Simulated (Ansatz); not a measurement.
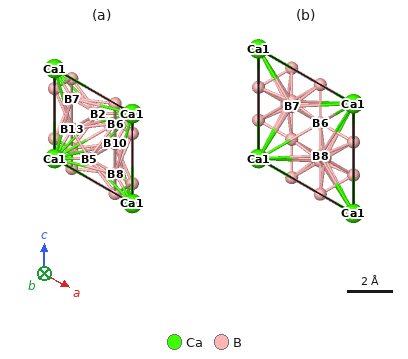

The structure of solid CaB₁₂ (a generated structure, set up in Im-3m) (coarse preliminary run) before (left) and after (right) a relaxation, at one scale.

The picture is a ball-and-stick view of the cell of the calculation, seen along the b axis.

All numbers below come from DFT PBE, scalar-relativistic, plane waves, PAW (Ansatz).

The input:
```yaml
crystal:
  lattice:
    - [-2.48261008, 2.48261008, 2.48261008]
    - [2.48261008, -2.48261008, 2.48261008]
    - [2.48261008, 2.48261008, -2.48261008]
  atoms:
    - { symbol: Ca, position: [0.0, 0.0, 0.0] }
    - { symbol: B, position: [0.55702922, 0.77851461, 0.77851461] }
    - { symbol: B, position: [0.0, 0.77851461, 0.22148539] }
    - { symbol: B, position: [0.0, 0.22148539, 0.77851461] }
    - { symbol: B, position: [0.44297078, 0.22148539, 0.22148539] }
    - { symbol: B, position: [0.77851461, 0.55702922, 0.77851461] }
    - { symbol: B, position: [0.22148539, 0.0, 0.77851461] }
    - { symbol: B, position: [0.77851461, 0.0, 0.22148539] }
    - { symbol: B, position: [0.22148539, 0.44297078, 0.22148539] }
    - { symbol: B, position: [0.77851461, 0.77851461, 0.55702922] }
    - { symbol: B, position: [0.77851461, 0.22148539, 0.0] }
    - { symbol: B, position: [0.22148539, 0.77851461, 0.0] }
    - { symbol: B, position: [0.22148539, 0.22148539, 0.44297078] }
basis:
  ecutwfc: 420
kpoints:
  mp_grid: { grid: [6, 6, 6] }
hamiltonian:
  xc: pbe
scf:
  occupations: { method: gaussian, width: 0.1 }
  lower_state_search: "off"
output:
  forces: true
  stress: true
  eigenvalues: true
relax:
  adjacent_minimum: "off"
  f_tol: 0.04
  max_steps: 70
  cell: { stress_tol: 0.4 }
```

Command:
```bash
ansatz run input.yaml --threads 1 --pin off --max-ram 2048MiB --backend cpu --events-out ev --progress --plain --runs-dir out
```

> What changed between the two?

The energy falls by 70.155 eV per cell of the calculation in 12 accepted moves (15 points after the start). Largest force component: 13 eV/Å at the start, 0.00098 eV/Å at the end. The pressure goes from 356.26 to −0.08 GPa. The line search rejected the trial step at point 10 of the run. The SCF was repeated twice at an unchanged geometry on a basis and grid sized afresh for the cell, which shifted the energy by 0.828 eV per cell of the calculation at most. The largest moves relative to the cell, 1.10 Å, are those of 12 atoms (B2, B3, B4, B5 and others). B5 goes along [2 1 1]. Ca stays in place. The drawn cell changes as follows: a = b = c 4.300 → 5.242 Å (+21.9 %); the volume changes by +81.2 %. Some distances before and after: B10–B11 2.199 → 4.232 Å, Ca1–B10 1.555 → 2.993 Å, B2–B10 1.555 → 2.993 Å, B10–B11 (another image) 2.766 → 1.821 Å. Bonds break: B2–B10 (1.56 → 2.99 Å), B2–B11 (1.56 → 2.99 Å), B2–B6 (1.56 → 2.99 Å), B2–B8 (1.56 → 2.99 Å). Among the angles between lasting bonds that change: B7–B2–B13 106.8° → 166.4°, Ca1–B2–B7 126.6° → 83.2°, B7–B2–B9 88.8° → 62.1°. The space group stays Im-3m (No. 229).
